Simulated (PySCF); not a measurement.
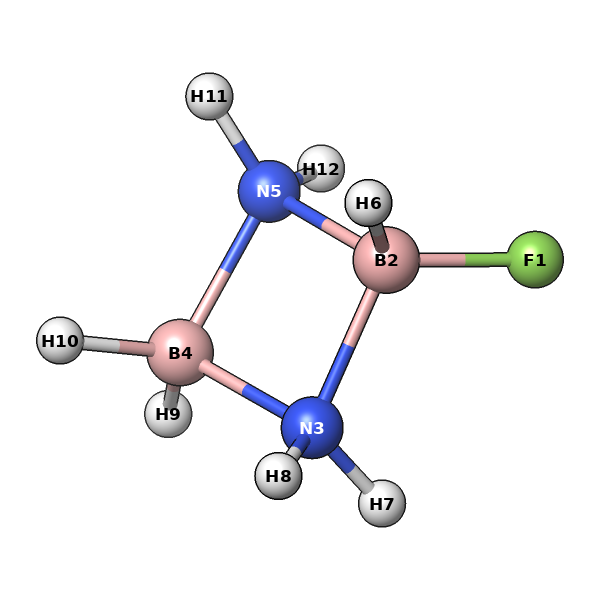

The geometry was computed by an optimisation with PBE0-D3(BJ)/def2-SVP. No frequency run is at hand to confirm it as a minimum. Properties computed with B3LYP/pcJ-1 indirect spin-spin coupling, non-relativistic, gas phase (PySCF 2.14.0). Isotopes: 11B, 19F, 1H, 15N.

Give the spin–spin coupling constants of these pairs, with the number of bonds between them: B2/H6, B4/N5, N3/N5, B2/H9.

```
  pair  bonds apart  J (Hz)
B2, H6            1   141.7
B4, N5            1    −7.6
N3, N5            2     4.7
B2, H9            3     1.4
```
